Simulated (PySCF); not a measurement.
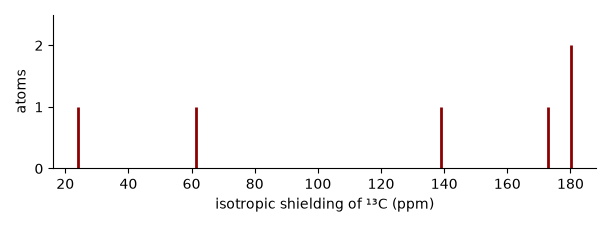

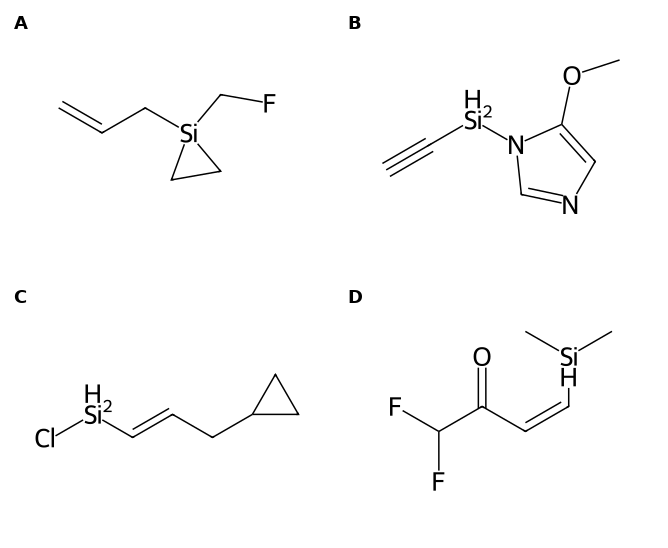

The sticks are computed shieldings of one of the molecules, for one fixed geometry (GFN2-xTB) without averaging over rotations. Low shielding means a high chemical shift. Method: GIAO PBE0/pcSseg-1 NMR shielding, non-relativistic, gas phase (PySCF 2.14.0).

### Match the spectrum to a structure.

C, `Cl[SiH2]/C=C/CC1CC1`. Its 6 C atoms give lines at 24.0, 61.5, 138.8, 173.0, 180.3 (2 atoms) ppm.

The geometry is semi-empirical. Around Si such bond lengths and angles can be off by a tenth of an ångström or more and by several degrees, and values that hang on the shape move with them.
